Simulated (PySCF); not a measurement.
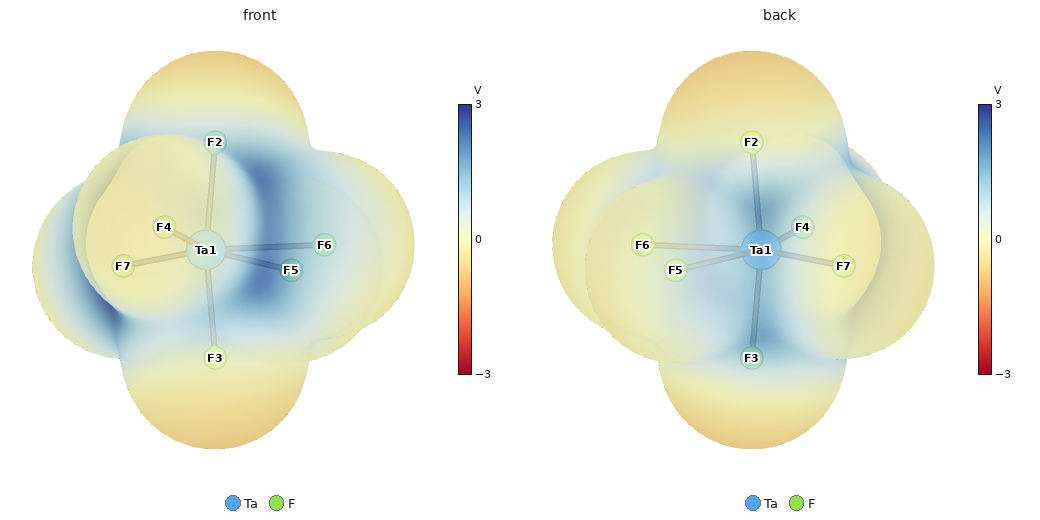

The picture shows: F6Ta (doublet). The electrostatic potential painted on the density surface at 0.002 e/bohr³, seen from the front and from behind; red is negative and blue positive.

Geometry: PBE0-D3(BJ)/ma-def2-SVP; core potentials replace the inner electrons of Ta.

Level of theory: DFT single point, gas phase, functional BP86 in PySCF.

```xyz
7

Ta    0.2098   -0.1487   -0.0136
F     0.0941   -0.0293    1.8577
F     0.1269   -0.0215   -1.8859
F     2.0422    0.1147    0.0000
F    -1.8276    0.3241   -0.0349
F    -0.4926    1.7625   -0.0151
F    -0.1219   -1.9689   -0.0187
```

> Where is the surface potential most negative and most positive?

The most negative region (about −0.6 V) lies over F2 and F3, the most positive (about +2.6 V) over Ta1.

> How polar is the molecule by this calculation?

Its dipole moment is 0.41 D.
